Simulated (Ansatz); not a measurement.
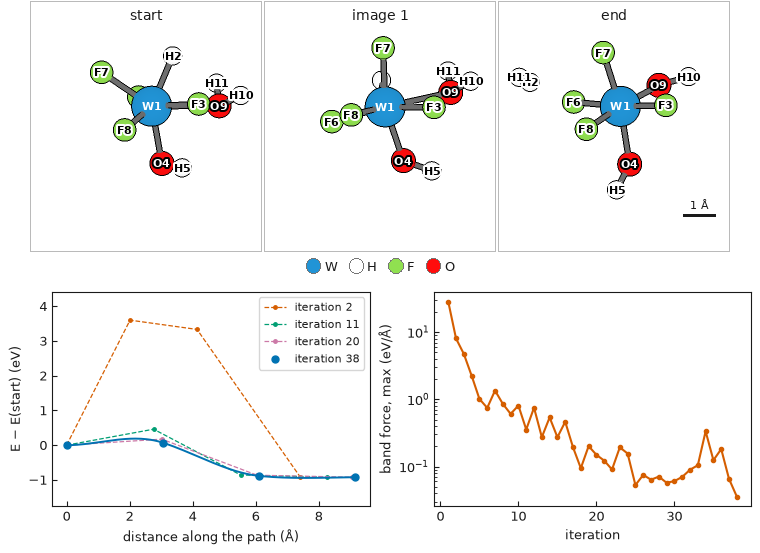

NEB run on WH₄O₂F₄, made up at the start of WH$_{2}$OF$_{4}$ and H2O. Images are numbered from 0 (start) to 3 (end). The plot follows the band through its iterations. The picture is a ball-and-stick view, seen at a tilt.

Computed with Ansatz 0.2.0, RKS revPBE/def2-SVP. Run with 2 movable images; no climbing image; force threshold 0.05 eV/Å; iteration limit 60; starting path through a guess of the saddle point.

> Did the band converge, and can the barrier be trusted?

The run is converged, with reservations. The band converged in 38 iterations. The largest component of the band force went from 29 to 0.036 eV/Å. No image climbed, so the highest image needn't lie on the saddle point, and the true maximum along this path can be higher. So few images resolve the path coarsely. The first iteration put the highest image at 9.34 eV. Forward barrier 0.07 eV, backward barrier 0.99 eV, with image 1 at the top; the reaction energy is −0.92 eV.

Cost: 54 s on 4 threads of AMD EPYC 9R45 96-Core Processor (Zen 5), on a shared host, peak memory 0.22 GiB.
